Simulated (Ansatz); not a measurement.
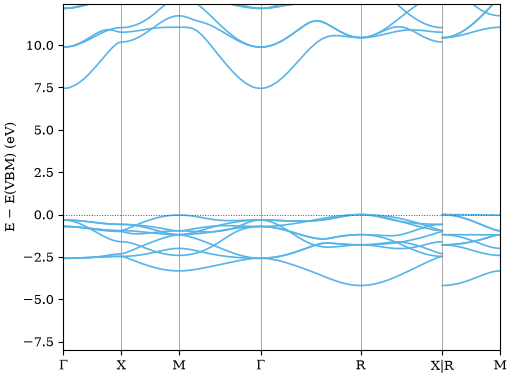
Figure: Band structure from DFT-LDA in the program Ansatz with PAW potentials

Q: Read off the gap and where the band edges lie.

A: About 7.4 eV (7.44 eV by a search for the band edges); maximum at R, minimum at Γ.

The material is KMgF₃ (cubic perovskite, space group No. 221).

Space group Pm-3m (cubic perovskite). The cell was relaxed with LDA under the symmetry of its start; phonons on a q-mesh show no instability.

Potentials: the later of the program's two PAW sets.
